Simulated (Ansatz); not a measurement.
CH7BO: several calculations on one system

## 1. Relaxation

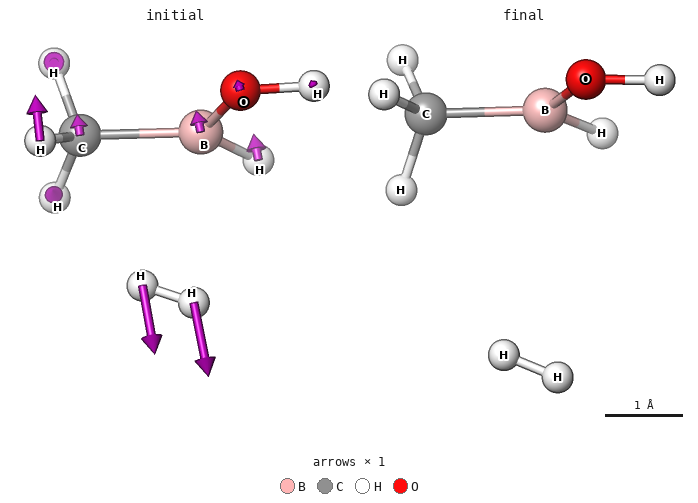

The structure of CH7BO before (left) and after (right) a relaxation, at one scale. The purple arrows give the displacements, at their true length.

Style: ball-and-stick. Shown from a free direction.

The run prepares an end point of a later path (reaction) calculation, from a guessed geometry.

All numbers below come from Ansatz, RKS PBE0/def2-SVP.

The input:
```yaml
crystal:
  periodic: [false, false, false]
  atoms:
    - { symbol: B, position_ang: [0.149418, 0.01733, 0.267764] }
    - { symbol: C, position_ang: [0.044248, 0.201387, 1.840579] }
    - { symbol: H, position_ang: [-0.953067, -0.050312, 2.231552] }
    - { symbol: H, position_ang: [0.812982, -0.37738, 2.374928] }
    - { symbol: H, position_ang: [0.211313, 1.265819, 2.093336] }
    - { symbol: O, position_ang: [1.362906, -0.235935, -0.281963] }
    - { symbol: H, position_ang: [1.336183, -0.240934, -1.241671] }
    - { symbol: H, position_ang: [-0.813208, 0.175011, -0.460183] }
    - { symbol: H, position_ang: [-0.423666, -2.28984, 0.555337] }
    - { symbol: H, position_ang: [-0.365909, -1.989045, 1.203321] }
basis:
  gaussian: { orbitals: def2-SVP }
hamiltonian:
  xc: pbe0
relax:
  f_tol: 0.03
  max_steps: 50
```

Command:
```bash
ansatz run input.yaml --threads 1 --pin off --max-ram 2048MiB --backend cpu --events-out ev --progress --plain --runs-dir out
```

Summarise the run.

Answer. The largest move after the best rigid fit is that of H9, 1.00 Å. Largest moves by element: H 1.00 Å, B 0.30 Å, C 0.29 Å, O 0.15 Å. Near-neighbour distances that change, for instance: H9–H10 0.717 → 0.761 Å, B1–C2 1.587 → 1.564 Å. Bond angles that change, for instance: B1–C2–H3 112.7° → 110.5°. Groups turn about B1–C2 by about 25°. Over 12 accepted moves (13 points after the start) the energy falls by 0.204 eV. The largest force component goes from 1.6 to 0.023 eV/Å. The line search rejected the trial step at point 5 of the run. The forces were under the threshold at step 9, but the run went on from there.

Limits of the set-up: the start holds two separate molecules, 2.3 Å apart at their closest, whose relative position is a soft coordinate and is computed without a dispersion correction.

## 2. Relaxation

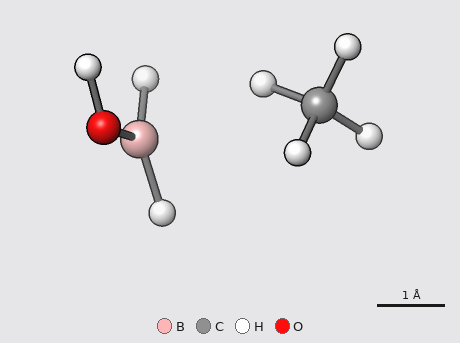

This is the input geometry for a relaxation of CH7BO. The picture is a ball-and-stick view, seen from a free direction.

The run prepares an end point of a later path (reaction) calculation, from a guessed geometry.

Theory: RKS PBE0/def2-SVP in Ansatz.

Input
```yaml
crystal:
  periodic: [false, false, false]
  atoms:
    - { symbol: B, position_ang: [-0.082053, -0.460549, -0.49538] }
    - { symbol: C, position_ang: [-0.049137, -0.217393, 2.298945] }
    - { symbol: H, position_ang: [-0.986997, -0.082005, 2.853825] }
    - { symbol: H, position_ang: [0.732843, -0.587082, 2.977061] }
    - { symbol: H, position_ang: [0.259345, 0.743587, 1.868768] }
    - { symbol: O, position_ang: [1.129987, 0.005586, -0.863555] }
    - { symbol: H, position_ang: [1.811777, -0.670653, -0.851538] }
    - { symbol: H, position_ang: [-0.988542, 0.334893, -0.463594] }
    - { symbol: H, position_ang: [-0.250854, -1.621473, -0.246722] }
    - { symbol: H, position_ang: [-0.215168, -0.968812, 1.505191] }
basis:
  gaussian: { orbitals: def2-SVP }
hamiltonian:
  xc: pbe0
relax:
  f_tol: 0.03
  max_steps: 50
output:
  orbitals: {}
```

Command:
```bash
ansatz run input.yaml --threads 1 --pin off --max-ram 2048MiB --backend cpu --events-out ev --progress --plain --runs-dir out
```

Where does the relaxation end?

After 42 accepted moves (48 points after the start) the energy has fallen by 0.174 eV. Largest force component: 0.38 eV/Å at the start, 0.02 eV/Å at the end. The line search rejected the trial steps at points 19, 22, 24, 31, 43, 44 of the run. The forces were under the threshold at step 25, but the run went on from there. The largest move after the best rigid fit is that of H8, 1.78 Å. By element the largest moves are H 1.78 Å, B 1.11 Å, C 0.71 Å, O 0.52 Å. Some distances before and after: B1–H9 1.199 → 1.214 Å, C2–H10 1.106 → 1.098 Å.

Final geometry:

```xyz
10

B    -0.0602   -0.4536   -1.6017
C     0.0545   -0.2645    3.0047
H    -0.3755    0.4955    3.6705
H     1.0849   -0.4798    3.3193
H     0.0494    0.1142    1.9738
O     0.6812    0.1194   -0.6339
H     1.2456   -0.5034   -0.1636
H    -0.7875    0.2763   -2.2328
H     0.0148   -1.6458   -1.8180
H    -0.5459   -1.1823    3.0647
```

After the run, drawn alike:

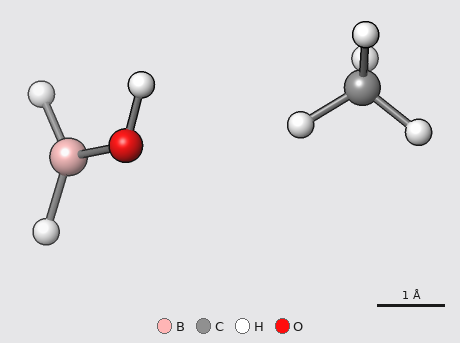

## 3. Path

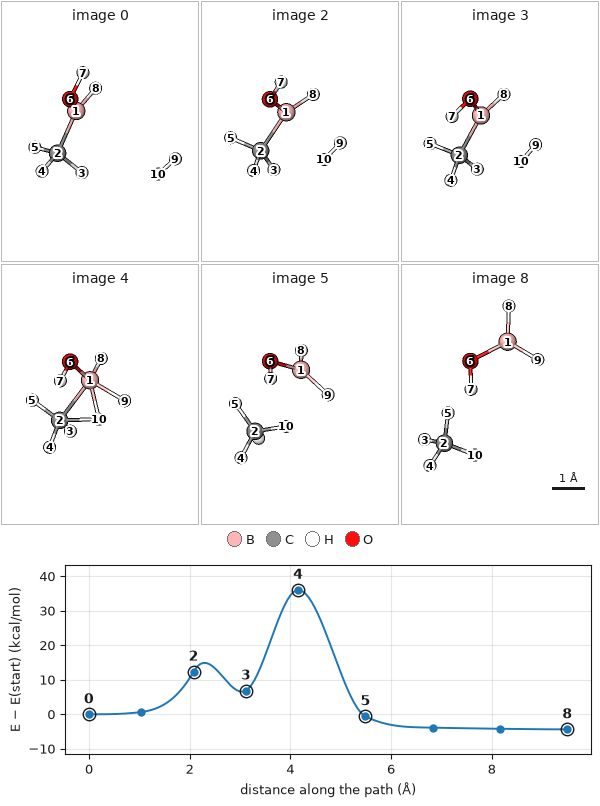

NEB run on CH7BO, made up at the start of CH5BO and H2. Images are numbered from 0 (start) to 8 (end). A ball-and-stick model, seen at a tilt.

Level of theory: RKS PBE0/def2-SVP in Ansatz 0.2.0. Settings: 7 movable images; climbing image; force threshold 0.05 eV/Å; iteration limit 60; starting path through a guess of the saddle point.

### Read off the barrier and say what moves.

The path has more than one stage, and so few images may leave a stage unresolved. Breaking: B1–C2 (1.56 → 1.79 at the top → 4.61 Å), H9–H10 (0.76 → 1.09 at the top → 4.94 Å). Forming: B1–H9 (3.65 → 1.33 at the top → 1.21 Å), C2–H10 (3.52 → 1.44 at the top → 1.10 Å). Forward barrier 36.1 kcal/mol, backward barrier 40.4 kcal/mol, with image 4 at the top; the reaction energy is −4.4 kcal/mol. The profile has 2 maxima (images 2, 4) with a dip at image 3 (+6.9 kcal/mol), so the process runs in steps. The band converged in 23 iterations. The largest component of the band force went from 33 to 0.037 eV/Å. The climbing image converged on the top of the path. Its vibrational analysis gives one imaginary mode (1182i cm⁻¹), as a transition state must have.

Limits of the set-up: the start holds two separate molecules, 3.0 Å apart at their closest, whose relative position is a soft coordinate and is computed without a dispersion correction.

Cost: 4.8 min on 1 thread of Arm Neoverse V2 (shared host), peak memory 0.16 GiB.
